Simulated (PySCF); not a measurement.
## Electronic structure of C5H18Si3 (SMILES C[SiH2][C@H]([SiH3])[SiH2]C(C)C) in real space

```xyz
26

C     2.9161    1.3604   -1.7718
Si    2.8086   -0.0223   -0.4781
C     1.1010   -0.0131    0.3665
Si    1.0229   -1.2481    1.8116
Si   -0.3053   -0.2438   -0.8945
C    -2.0185   -0.3344   -0.0588
C    -3.1095   -0.5612   -1.1003
C    -2.3234    0.9209    0.7535
H     2.2202    1.1867   -2.5865
H     3.9133    1.4228   -2.1957
H     2.6836    2.3295   -1.3403
H     3.8624    0.1933    0.5274
H     3.0422   -1.3189   -1.1273
H     0.9764    0.9826    0.8025
H    -0.1860   -1.0339    2.6156
H     1.0272   -2.6217    1.3056
H     2.1773   -1.0575    2.6954
H    -0.0988   -1.4836   -1.6586
H    -0.3367    0.8855   -1.8409
H    -2.0316   -1.1875    0.6278
H    -4.0882   -0.6435   -0.6281
H    -2.9230   -1.4735   -1.6621
H    -3.1422    0.2682   -1.8039
H    -1.5944    1.0544    1.5500
H    -2.3023    1.8034    0.1163
H    -3.3123    0.8583    1.2079
```

Geometry: GFN2-xTB.

All numbers below come from PySCF, PBE0/pcSseg-1, SCF density, gas phase, non-relativistic.

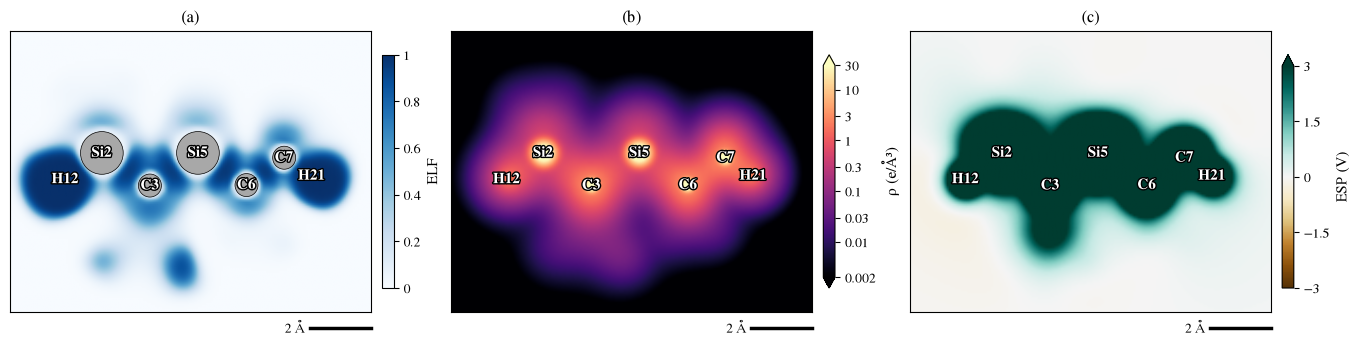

Figure 1. (a) electron localisation function; (b) total electron density; (c) electrostatic potential on the plane of atoms C3, Si5 and C6. Grey discs cover the atomic cores in the ELF map.

Describe what can be read from this map.

Answer. The plane passes through Si, C and H nuclei. C–C (1.53 Å): ρ at the midpoint is about 1.6 e/Å³; the ELF peaks at about 0.95 between the atoms (a covalent bond). C–Si (1.91 Å): ρ at the midpoint is about 0.87 e/Å³; the ELF peaks at about 0.95 between the atoms, as expected for a shared electron pair. C–H (1.09 Å): the density is about 2 e/Å³ at the midpoint; the ELF climbs to about 1 towards the hydrogen, as it does in any bond to H; a covalent bond by its length. Si–H (1.47 Å): ρ is about 0.8 e/Å³ halfway; the ELF climbs to about 1 towards the hydrogen. The potential has no marked negative region in this plane.

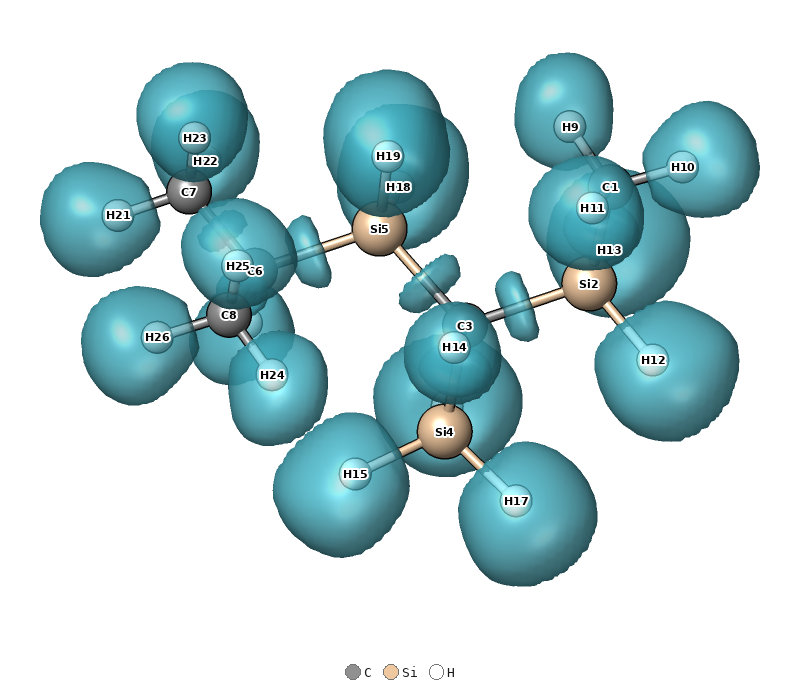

Figure 2. Isosurface of the ELF at 0.85 (cyan), seen at a tilt. Only the valence region is drawn (cores and ρ < 0.01 e/Å³ removed).

What do the ELF domains correspond to?

Answer. The ELF exceeds this value in two regions between bonded C–C atoms (shared pairs), five regions between bonded C–Si atoms (shared pairs) and 18 regions around hydrogen nuclei. Profiles from the grid: C–Si (1.90 Å): the ELF peaks at about 0.95 between the atoms, as expected for localised, covalent bonding.

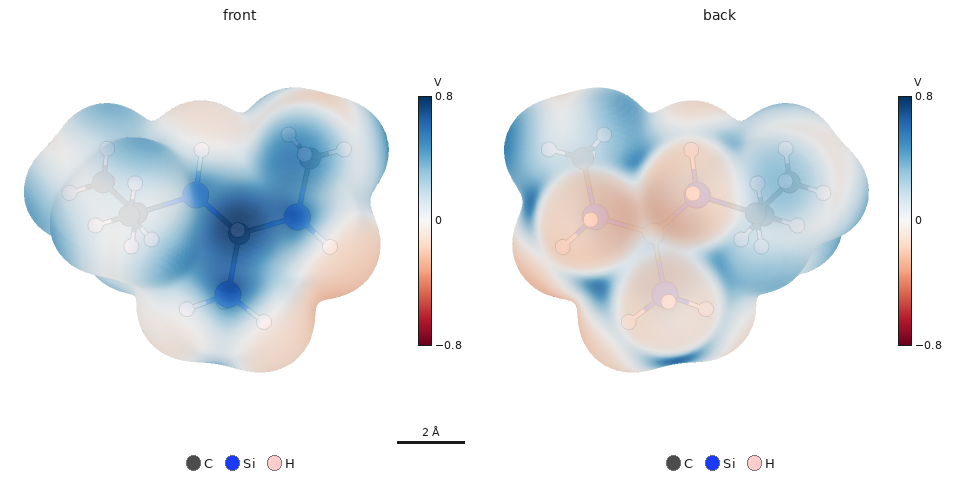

Figure 3. The electrostatic potential painted on the density surface at 0.001 e/bohr³, seen from the front and from behind; the colour scale runs from red (negative) to blue (positive).

Where is the surface potential most negative and most positive?

Answer. The most negative region (about −0.2 V) lies over H12, H13, H17 and H18, the most positive (about +0.7 V) over H14.

What dipole moment does the calculation give?

Answer. Its dipole moment is 0.97 D.
